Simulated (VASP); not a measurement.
Band structure of VN (rock salt). Calculation: PBEsol GGA with spin-orbit coupling, VASP's PBE PAW potentials (set 64) (plane waves; VASP).

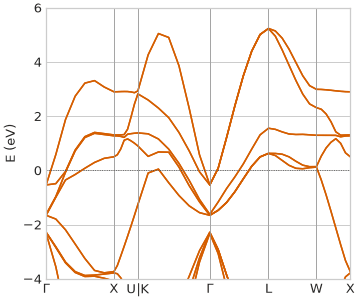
*Bands along high-symmetry lines, zero at the valence-band maximum or, without a gap, the Fermi level*

Read the plot: is there a gap, and where are the band edges?

It has no gap at this level: it comes out as a metal or semimetal.

The compound is VN in the rock salt structure, which distorts at low temperature. It was relaxed first. VASP warned that the highest band is occupied, so more bands are needed.
